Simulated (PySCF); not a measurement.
# CoNCl₂: structure of the triplet

Where does triplet CoNCl₂ go from a trigonal pyramidal start, is the end point a minimum, and what are its modes, charges and moments?

The runs use PySCF 2.14.0; PBE0, basis Co def2-TZVP, N def2-TZVP, Cl def2-TZVP, no relativity, density fitting.

**1. The system as given**

4 atoms, charge 0, spin multiplicity 3.

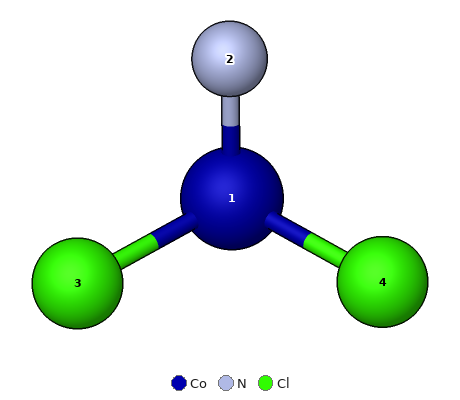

As it starts; cobalt blue, nitrogen light blue, chlorine green; atoms are numbered from 1 in the order of the file.

Coordinates in bohr (charge 0 multiplicity 3):
```
Co    0.0000   -1.2082    0.0000
N     3.0795   -1.2775    0.0000
Cl   -0.6166    1.2738   -3.0345
Cl   -0.6166    1.2738    3.0345
```

**2. First SCF at the start**

One driver script runs all steps and calls PySCF; scf.py shows how it sets up the SCF of each step. The optimiser is the driver's own. After this first run the driver tries any further starts and a stability analysis.

The input, scf.py:

```python
from pyscf import gto, scf, dft
mol = gto.M(atom='''
Co     0.000000    -0.639330    -0.000000
N      1.629580    -0.676030    -0.000010
Cl    -0.326270     0.674090    -1.605790
Cl    -0.326280     0.674090     1.605790''',
    basis={'Co': 'def2-TZVP', 'N': 'def2-TZVP', 'Cl': 'def2-TZVP'},
    charge=0, spin=2)
mf = dft.UKS(mol, xc='PBE0')
mf.grids.atom_grid = (50, 194)
aux = {'Co': 'def2-universal-JKFIT', 'N': 'def2-universal-JKFIT', 'Cl': 'def2-universal-JKFIT'}
mf = mf.density_fit(auxbasis=aux)
mf.conv_tol = 1e-08
mf.diis_space = 10
mf.max_cycle = 60
mf.init_guess = 'minao'
mf.verbose = 4
mf.kernel()
```

The run is started by

```
$ OMP_NUM_THREADS=4 python axn.py task.json out
```

After this run come: Trigonal pyramidal start, triplet: relaxation; Frequencies.

Before running it: what results should come out? Wanted: minimum; geometry; wavenumbers; dipole moment; highest occupied, lowest empty level; polar-tensor charge of Co1; zero-point energy; atomisation energy; ⟨S²⟩.

As calculated:

| quantity | value |
| --- | --- |
| minimum | triplet, C2v |
| geometry | Co–Cl 2.076 Å (×2), Co–N 1.557 Å; Cl–Co–Cl 137.1°, Cl–Co–N 111.5° (×2) |
| wavenumbers (cm⁻¹) | 114 (a1), 116 (b1), 226 (b2), 382 (a1), 495 (b2), 801 (a1) |
| dipole moment | 0.45 D |
| highest occupied, lowest empty level (either spin) | -8.91, -4.72 eV |
| polar-tensor charge of Co1 | +0.96 e |
| zero-point energy | 12.8 kJ/mol |
| entropy at 298.15 K | 329.9 J/(mol K) |
| atomisation energy (no zero-point energy) | 830 kJ/mol |
| ⟨S²⟩ | 2.372 |

What this shows: The trigonal pyramidal start (Cs) ends in a minimum of C2v symmetry. The determinant is spin-contaminated (⟨S²⟩ = 2.37 against 2.00), so it is no pure spin state. In the infrared the band at 495 cm⁻¹ (b2, stretch) leads. Most of the spin sits on Co1 (Mulliken spin 1.90, against 2 for the whole molecule). Only this shape and spin were tried, so other structures or states may lie lower. Open d and f shells are described by one determinant, and the ground state may have another occupation or spin.
